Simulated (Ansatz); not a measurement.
**Response to strain in WSi2**

The reference is WSi₂ (space group I4/mmm, No. 139; relaxed with 0.1 eV smearing).

```yaml
crystal:
  lattice:
    - [-1.60611, 1.60611, 3.90325]
    - [1.60611, -1.60611, 3.90325]
    - [1.60611, 1.60611, -3.90325]
  atoms:
    - { symbol: W, position: [0.00000, 0.00000, 0.00000] }
    - { symbol: Si, position: [0.33482, 0.33482, 0.00000] }
    - { symbol: Si, position: [0.66518, 0.66518, 0.00000] }
```

Cartesian axes are those of the cell as printed.

Strains are applied to the cell and any free atomic positions relax; under biaxial strain the out-of-plane vector relaxes too.

Level of theory: DFT with r2SCAN, PAW potentials and a 500 eV plane-wave cutoff in Ansatz (a program for electronic structure), no spin-orbit coupling, earlier PAW set.

Notes on the quantities. in-plane stress: mean in-plane stress (compression positive).

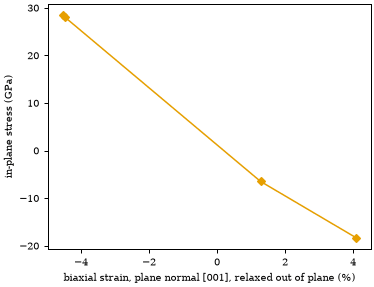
Figure: in-plane stress against biaxial strain, plane normal [001], relaxed out of plane

Task: From the plot, what is the in-plane stress for biaxial strain +1.28 %, plane normal [001], relaxed out of plane?

Result: About -6 GPa.

Task: Is the trend monotonic over the range shown?

Result: Yes, it falls throughout, spanning -18.4 GPa to +28.5 GPa.

Whether these cells are dynamically stable was not tested. The final runs are not spin-polarised.
